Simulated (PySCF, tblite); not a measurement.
**C₆H₆FOS radical: geometry, infrared bands and EPR parameters**

Wanted: the infrared bands and EPR parameters of C₆H₆FOS radical (`[H]/[C]=C\C1=C[S@@](=O)[C@H](F)C1`), by calculation.

Computed with tblite 0.8.0 and PySCF 2.14.0, with density-fitted response routines of our own, on a single molecule in the gas phase. Atoms are numbered from 0 throughout.

### 1 The molecule as given

15 atoms, charge 0, multiplicity 2; geometry from: force field or distance geometry start.

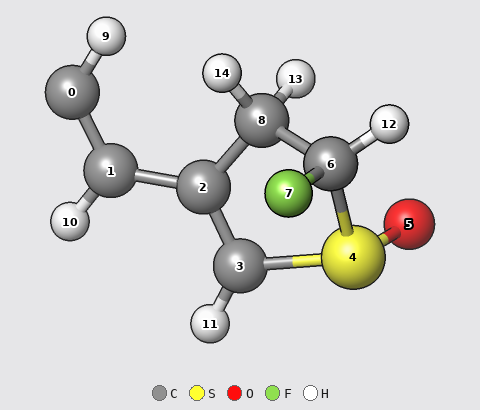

As it starts; carbon grey, sulfur yellow, oxygen red, fluorine green, hydrogen white, atoms numbered.

### 2 Relaxing the molecule with GFN2-xTB

Job settings and geometry (Å):

```
{"job": {"kind": "relax", "xc": "GFN2-xTB", "basis": "xTB"}, "charge": 0, "multiplicity": 2}
C      2.750900    -0.419900     0.247700
C      1.941200     0.611300     0.001900
C      0.488500     0.450300    -0.104300
C     -0.298200     1.496200    -0.353000
S     -1.986600     0.860500    -0.402200
O     -2.273300     0.427500    -1.847000
C     -1.589500    -0.628600     0.569500
F     -1.476700    -0.293300     1.924800
C     -0.194400    -0.828600     0.013000
H      2.397800    -1.432400     0.377500
H      2.408800     1.573500    -0.095200
H     -0.010200     2.517800    -0.475900
H     -2.288900    -1.447300     0.391900
H     -0.252400    -1.384200    -0.975500
H      0.378600    -1.494800     0.704800
```

Launch:

```bash
> OMP_NUM_THREADS=1 python probes_run.py task.json out
```

The driver reads the jobs from task.json and runs them one after another.

Output:

```text
step      E/eV     max force
  0    -755.22873    3.965
  1    -755.62658    1.802
  2    -755.72638    1.163
  3    -755.78775    0.609
  4    -755.81429    0.432
  5    -755.82815    0.372
  6    -755.84030    0.347
  7    -755.84981    0.342
  8    -755.86187    0.312
  9    -755.87101    0.280
 10    -755.87748    0.234
 11    -755.88367    0.263
 12    -755.88995    0.256
 13    -755.89547    0.202
 14    -755.90003    0.175
 15    -755.90400    0.147
 16    -755.90760    0.163
 17    -755.91053    0.132
 18    -755.91265    0.104
 19    -755.91439    0.109
 20    -755.91605    0.102
 21    -755.91768    0.097
 22    -755.91936    0.123
 23    -755.92123    0.117
 24    -755.92335    0.126
 25    -755.92546    0.112
 26    -755.92716    0.085
 27    -755.92835    0.087
 28    -755.92930    0.079
 29    -755.93020    0.073
 30    -755.93100    0.070
 31    -755.93163    0.088
 32    -755.93211    0.085
 33    -755.93257    0.066
 34    -755.93318    0.072
 35    -755.93395    0.071
 36    -755.93475    0.067
 37    -755.93546    0.089
 38    -755.93617    0.099
 39    -755.93705    0.097
 40    -755.93821    0.097
 41    -755.93961    0.092
 42    -755.94108    0.098
 43    -755.94257    0.091
 44    -755.94413    0.100
 45    -755.94548    0.082
 46    -755.94626    0.067
 47    -755.94669    0.055
 48    -755.94703    0.043
 49    -755.94730    0.044
 50    -755.94746    0.041
 51    -755.94758    0.029
 52    -755.94763    0.019
 53    -755.94767    0.017
 54    -755.94770    0.016
 55    -755.94772    0.013
 56    -755.94774    0.009
```

It took 0.64 s on 1 thread of Arm Neoverse N1, shared host; peak memory 0.18 GiB.

Step by step: (not every step is listed)

```
step  energy from step 0 (eV)  largest force (eV/Å)
   0                   0.0000                3.9650
   1                  -0.3978                1.8021
   2                  -0.4976                1.1635
   3                  -0.5590                0.6095
   4                  -0.5856                0.4325
   5                  -0.5994                0.3724
   6                  -0.6116                0.3468
   7                  -0.6211                0.3420
   8                  -0.6331                0.3124
  12                  -0.6612                0.2558
  16                  -0.6789                0.1631
  20                  -0.6873                0.1016
  24                  -0.6946                0.1257
  28                  -0.7006                0.0790
  32                  -0.7034                0.0849
  36                  -0.7060                0.0675
  40                  -0.7095                0.0974
  44                  -0.7154                0.1001
  48                  -0.7183                0.0432
  51                  -0.7188                0.0289
  52                  -0.7189                0.0185
  53                  -0.7189                0.0172
  54                  -0.7190                0.0162
  55                  -0.7190                0.0131
  56                  -0.7190                0.0090
```

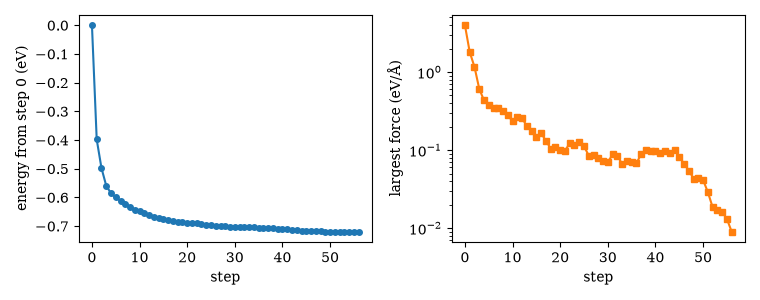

Energy and force, step by step.

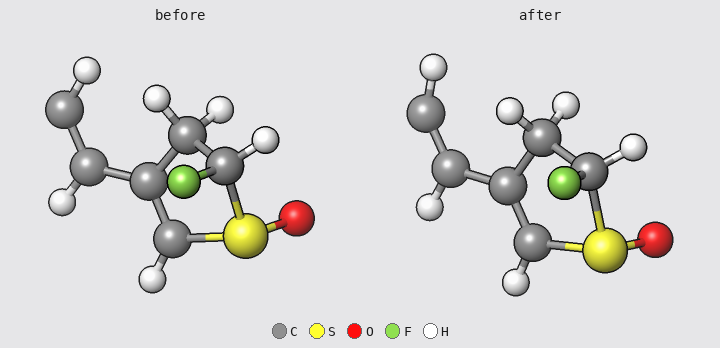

Before and after, at one scale.

Close pairs (by a distance rule), those that changed most:

```
  bond  before (Å)  after (Å)  change (Å)
 S4–O5       1.535      1.462      -0.073
 S4–C6       1.822      1.889      +0.067
 C2–C8       1.455      1.503      +0.049
C8–H13       1.135      1.092      -0.043
 C0–C1       1.334      1.298      -0.036
 C6–F7       1.401      1.372      -0.029
C8–H14       1.118      1.092      -0.026
 C0–H9       1.080      1.064      -0.016
```

The end geometry stands in the next job.

### 3 Infrared spectrum with GFN2-xTB

Job settings and geometry (Å):

```
{"job": {"kind": "ir", "xc": "GFN2-xTB", "basis": "xTB"}, "charge": 0, "multiplicity": 2}
C      2.815571    -0.427802     0.102702
C      1.978044     0.546136    -0.082459
C      0.508766     0.439966    -0.073445
C     -0.309584     1.455909    -0.318402
S     -2.071402     1.035601    -0.319681
O     -2.413211     0.739851    -1.710560
C     -1.620431    -0.626481     0.455591
F     -1.864141    -0.511598     1.800440
C     -0.147018    -0.885429     0.197405
H      2.820208    -1.473660     0.300103
H      2.338855     1.550207    -0.276274
H     -0.025854     2.464110    -0.555063
H     -2.296571    -1.388739     0.061345
H     -0.019204    -1.537380    -0.669588
H      0.301556    -1.372701     1.065973
```

Output:

```text
mode    cm-1     km/mol
  1      53.5      4.75
  2      71.0      0.87
  3     137.5      4.87
  4     176.8     12.17
  5     209.8      3.68
  6     289.2      3.96
  7     337.6      2.12
  8     388.9      3.10
  9     393.5      4.70
 10     453.2      7.40
 11     508.6     49.19
 12     563.9     19.66
 13     618.1      7.88
 14     680.9     47.45
 15     737.5     85.20
 16     749.8     31.90
 17     766.4     16.95
 18     870.5      5.60
 19     902.7     11.22
 20     912.7     31.02
 21    1020.5     19.07
 22    1054.6     47.54
 23    1072.2      8.65
 24    1109.9     33.68
 25    1138.0    324.16
 26    1153.3      6.98
 27    1171.4      7.84
 28    1231.4      0.55
 29    1264.7     18.96
 30    1297.8     10.98
 31    1429.8      5.93
 32    1621.1     51.54
 33    1684.6      5.96
 34    2964.4      6.11
 35    2976.2     12.07
 36    2985.9      4.54
 37    3004.3      8.90
 38    3143.4      5.31
 39    3201.1     10.80
```

It took 0.86 s on 1 thread of Arm Neoverse N1, shared host; peak memory 0.18 GiB.

Which atoms move in the most intense modes:

```
cm⁻¹  km/mol                                atoms
 509    49.2   S4 33 %, C1 18 %, C3 14 %, H9 11 %
 681    47.5                     C6 57 %, S4 11 %
 738    85.2  C3 36 %, H11 13 %, H9 13 %, S4 12 %
 750    31.9            H9 33 %, C3 21 %, C0 20 %
1055    47.5          H12 35 %, C6 24 %, H14 22 %
1110    33.7  H12 33 %, C6 31 %, C8 12 %, O5 11 %
1138   324.2                     O5 53 %, S4 28 %
1621    51.5            C2 45 %, C3 29 %, C1 14 %
```

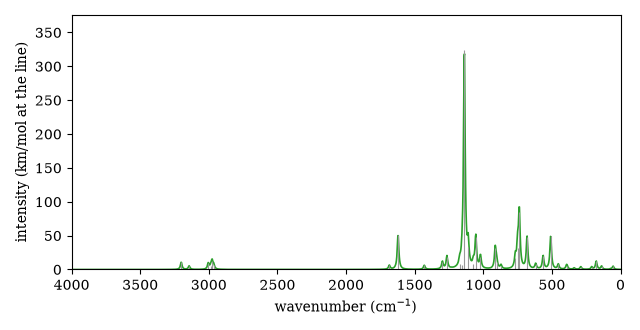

The infrared spectrum from these modes, unscaled. Lines are broadened to a width of 14 cm⁻¹ (Lorentzian).

### 4 g tensor and hyperfine couplings: B3LYP/pcH-1

Settings changed since step 3:

```diff
@@ -1,2 +1,2 @@
-{"job": {"kind": "ir", "xc": "GFN2-xTB", "basis": "xTB"}, "charge": 0, "multiplicity": 2}
+{"job": {"kind": "epr", "basis": "pcH-1"}, "charge": 0, "multiplicity": 2}
 C      2.815571    -0.427802     0.102702
```

Level: UKS B3LYP, pcH-1 on C F H O S, non-relativistic, mean-field spin-orbit, GIAO.

Output:

```text
UKS, coarse grid
  cycle   1  E = -805.12194178  |g| = 7.84e-01
  cycle   2  E = -803.09062659  |g| = 2.13e+00
  cycle   3  E = -805.25526339  |g| = 4.08e-01
  cycle   4  E = -805.33710762  |g| = 1.42e-01
  cycle   5  E = -805.34300296  |g| = 6.44e-02
  cycle   6  E = -805.34464143  |g| = 2.54e-02
  cycle   7  E = -805.34498363  |g| = 9.59e-03
  cycle   8  E = -805.34503480  |g| = 3.01e-03
  cycle   9  E = -805.34505056  |g| = 1.72e-03
  cycle  10  E = -805.34505818  |g| = 1.08e-03
  cycle  11  E = -805.34506042  |g| = 9.30e-04
UKS, final grid
  cycle   1  E = -805.34503866  |g| = 1.64e-03
  cycle   2  E = -805.34503522  |g| = 3.33e-03
  cycle   3  E = -805.34504012  |g| = 2.98e-04
  cycle   4  E = -805.34504019  |g| = 1.70e-04
  cycle   5  E = -805.34504030  |g| = 1.44e-04
  cycle   6  E = -805.34504034  |g| = 2.90e-05
  cycle   7  E = -805.34504034  |g| = 9.23e-06
E = -805.34504034 Eh   <S^2> = 0.7628 (exact 0.7500)
g shifts (ppm)      1          2          3
  rmc          -151       -151       -151
  gc            -27         30        -15
  oz_so        -186       -208        116
  total        -364       -328        -49
hyperfine (MHz)  atom isotope    a_iso     a_fc   dipolar eigenvalues
    0   13C     329.22     329.35    -84.60    -58.60    143.19
    1   13C     -12.08     -12.08    -19.21      2.85     16.35
    2   13C      82.80      82.83     -9.01     -2.46     11.46
    3   13C      -4.78      -4.79     -8.89      2.59      6.30
    4   33S      -1.48      -1.46     -1.10     -0.88      1.98
    5   17O       0.12       0.12     -1.92      0.24      1.68
    6   13C      -0.15      -0.15     -0.29     -0.09      0.39
    7   19F      -0.69      -0.69     -0.78     -0.22      1.00
    8   13C      -2.66      -2.66     -0.93     -0.01      0.94
    9    1H      30.58      30.58    -33.27     -7.70     40.97
   10    1H     119.75     119.75     -6.62     -5.67     12.29
   11    1H       3.19       3.19     -2.21     -1.50      3.72
   12    1H       0.03       0.03     -0.57     -0.54      1.11
   13    1H       3.22       3.22     -2.31     -1.99      4.30
   14    1H       2.01       2.01     -3.28     -2.41      5.68
```

Wall time 3.3 min (1 thread of Arm Neoverse N1, shared host); peak memory 0.97 GiB.

Principal g values 2.00196, 2.00199, 2.00227; g(iso) = 2.00207, against 2.00232 for a free electron.

Hyperfine couplings, nucleus by nucleus at this fixed geometry (no averaging over rotations):

```
nuclei  isotope  a(iso) (MHz)  a(iso) (G, at g = 2.0023)  largest dipolar term (MHz)
    C0      13C         329.2                      117.5                       143.2
   H10       1H         119.8                       42.7                        12.3
    C2      13C          82.8                       29.5                        11.5
    H9       1H          30.6                       10.9                        41.0
    C1      13C         -12.1                       -4.3                       -19.2
    C3      13C          -4.8                       -1.7                        -8.9
   H13       1H           3.2                        1.1                         4.3
   H11       1H           3.2                        1.1                         3.7
    C8      13C          -2.7                       -0.9                         0.9
   H14       1H           2.0                        0.7                         5.7
    S4      33S          -1.5                       -0.5                         2.0
    F7      19F          -0.7                       -0.2                         1.0
    C6      13C          -0.1                       -0.1                         0.4
    O5      17O           0.1                        0.0                        -1.9
```

Mulliken spin populations:

C0 1.06; C1 -0.16; C2 0.09; C3 -0.05; S4 0.01; O5 0.00; C6 0.00; F7 0.00; C8 0.00; H9 0.00; H10 0.05; H11 0.00; H12 0.00; H13 0.00; H14 0.00

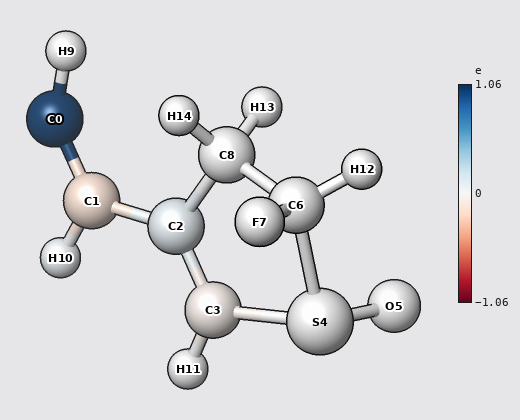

Mulliken spin populations, as colours on the atoms.

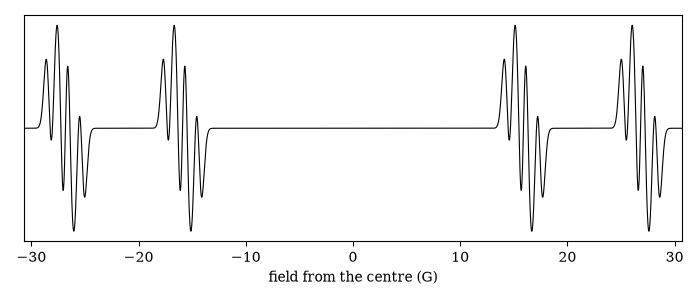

First-order isotropic spectrum (first derivative, main isotopes with spin only, couplings over 0.8 MHz, Gaussian width 0.3 G; couplings of the frozen geometry, rotation of groups not averaged beyond the rows shown).

Orbitals, density, ELF and potential are computed afterwards from the orbital file.

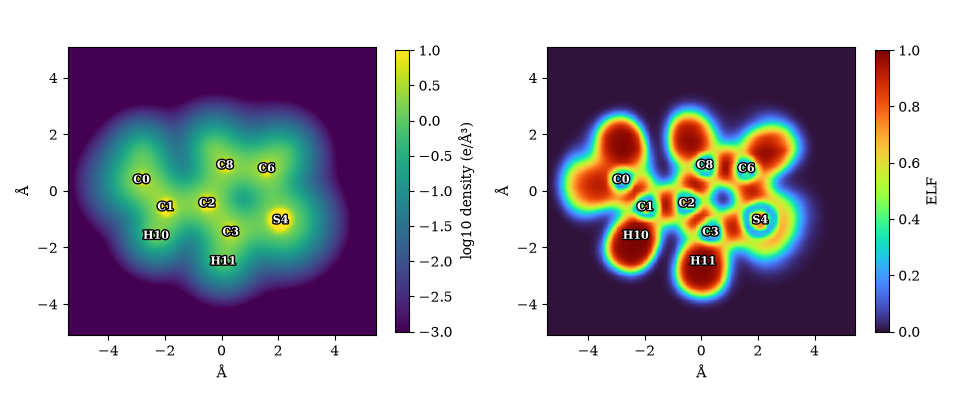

Density (left) and ELF (right) in a plane through or near 9 of the atoms.

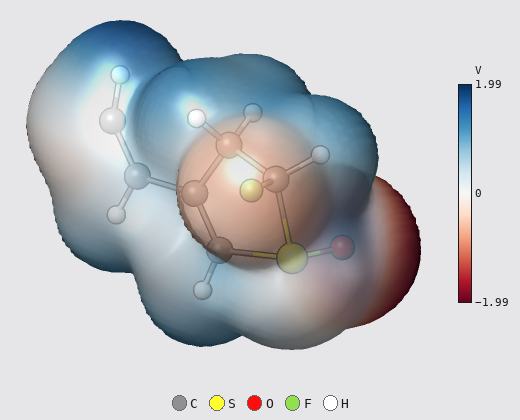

Electrostatic potential on the surface of density 0.002 e/bohr³; red is low, blue high. It runs from -1.99 V near O5 to 1.55 V near H9.

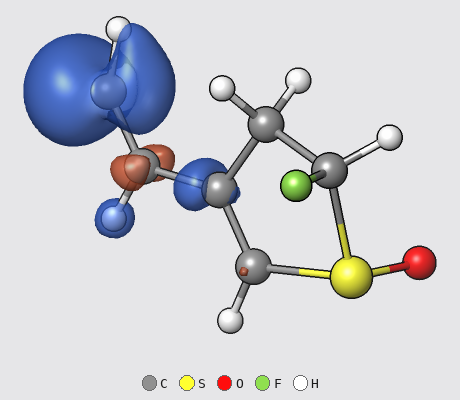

Spin density at ±0.05 e/Å³ (alpha excess blue, beta excess red).

### 5 Results

```
                                 quantity                  value
strongest single infrared mode (GFN2-xTB)  1138 cm⁻¹, 324 km/mol
             zero-point energy (GFN2-xTB)          63.4 kcal/mol
                           g(iso) (B3LYP)                2.00207
                                     ⟨S²⟩     0.763 (exact 0.75)
                           largest a(iso)   13C on C0, 329.2 MHz
    surface potential, least and greatest     -1.99 V and 1.55 V
```

What this shows: The optimisation took 56 steps and gained 0.719 eV; among the close pairs (by a distance rule), S4–O5 changed most, from 1.535 to 1.462 Å. All 39 modes are real, so the xTB geometry is a minimum. The strongest single mode, at 1138 cm⁻¹, moves mainly O5 and S4. Unscaled tight-binding wavenumbers are off by several per cent, some by more. Its intensities can rank the bands wrongly. C0 carries the largest spin population, 1.06 e. The isotropic g lies 0.2 ppt below the free-electron value.
